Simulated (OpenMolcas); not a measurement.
Property calculation of CH4NSi

The run: property calculation of CH4NSi, multiplicity 2. Method and program: HCTH407/6-311G**, UKS, PCM solvent dmso-d6 (OpenMolcas 26.06).

The run did not end well. The geometry comes from this level: GFN2-xTB.

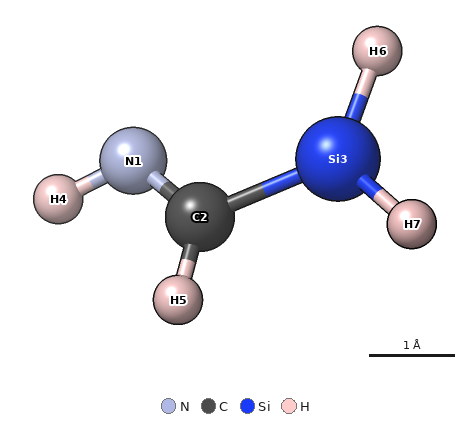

Fig. 1: The structure (ball-and-stick view, seen at a tilt; atoms are numbered from 1 in the order of the input).

### Input
```
* CH4NSi Kohn-Sham DFT
&GATEWAY
Coord
7
angstrom
N       -1.548860      -0.132150      -0.159430
C       -0.314040      -0.117140      -0.518110
Si       0.986230       0.201460       0.727650
H       -2.206780      -0.315210      -0.914920
H        0.010790      -0.289530      -1.556520
H        0.698950       0.439760       2.123830
H        2.373720       0.212800       0.297500
Basis = 6-311G**
Group = NoSym
RF-Input
PCM-Model
Solvent=dmso-d6
End of RF-Input
&SEWARD
High
&SCF
UHF
Spin = 2
KSDFT = GGA_XC_HCTH_407
PrOrbitals = 1 1
```

Hardware: 1 thread of Arm Neoverse V2, 24 GiB of memory available, shared host.

Run as:
```bash
export MOLCAS_MEM=1860
pymolcas job.input > job.log
```

### What the program printed
```
--- Start Module: gateway ---

                                              &GATEWAY

                       available to each process: 1.9 GB of memory, 1 thread

  Unrecognized solvent: dmso-d6
 Allowed solvents are:
 WATER
 ACETONITRILE
 METHANOL
 ETHANOL
 ISOQUINOLINE
 QUINOLINE
 CHLOROFORM
 ETHYLETHER
 METHYLENECHLORIDE
 DICHLOROETHANE
 CARBONTETRACHLORIDE
 BENZENE
 TOLUENE
 CHLOROBENZENE
 NITROMETHANE
 HEPTANE
 CYCLOHEXANE
 ANILINE
 ACETONE
 TETRAHYDROFURAN
 DIMETHYLSULFOXIDE
 ARGON
 KRYPTON
 XENON

--- Stop Module: gateway /rc=-6 ---

.########################.
.# Non-zero return code #.
.########################.

    Timing: Wall=0.04 User=0.02 System=0.01
```

### What the run reported

```csv
quantity,value
outcome,ended with an error
peak memory,0.24 GiB
```

### What went wrong

Some settings of this run were drawn to be unusual or wrong (solv set to dmso-d6 (from default)). The run ended with an error.
